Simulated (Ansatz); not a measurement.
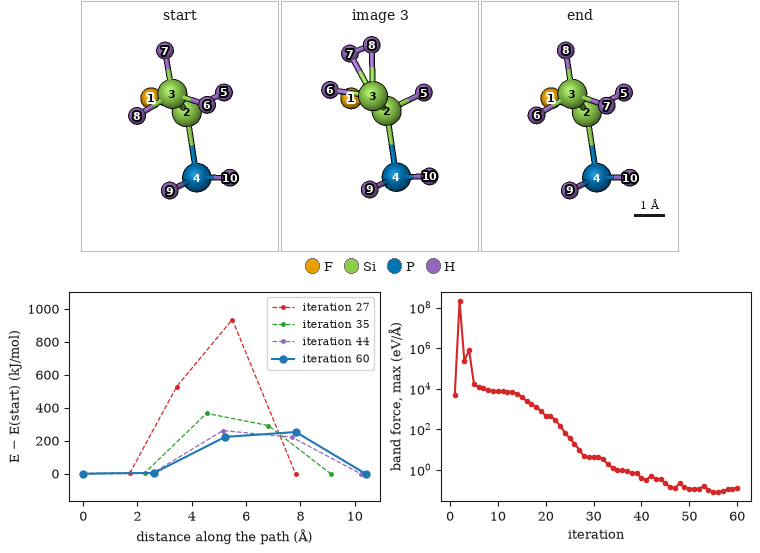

A search for the minimum-energy path of Si₂PH₆F by the nudged elastic band. Images are numbered from 0 (start) to 4 (end). The plot follows the band through its iterations. Style: ball-and-stick. Shown from a free direction.

Computed with RKS PBE0-D4/6-31G* in Ansatz 0.2.0. Settings: 3 movable images; no climbing image; force threshold 0.03 eV/Å; iteration limit 60; starting path through a guess of the saddle point.

How did the profile develop, and is the result final?

Answer. The result isn't final. The band hadn't converged when the run stopped after 60 iterations. The largest component of the band force went from 5100 to 0.14 eV/Å. The barrier read from it is provisional: over the last two iterations the highest image moved from 248.2 kJ/mol to 253.1 kJ/mol. So few images resolve the path coarsely. The first iteration put the highest image at 51726.2 kJ/mol. The two ends have the same energy, and the highest point, image 3, lies 253.1 kJ/mol above the start.

The run took 11 min on 1 thread of Arm Neoverse V2, with other jobs on the host, peak memory 0.18 GiB.
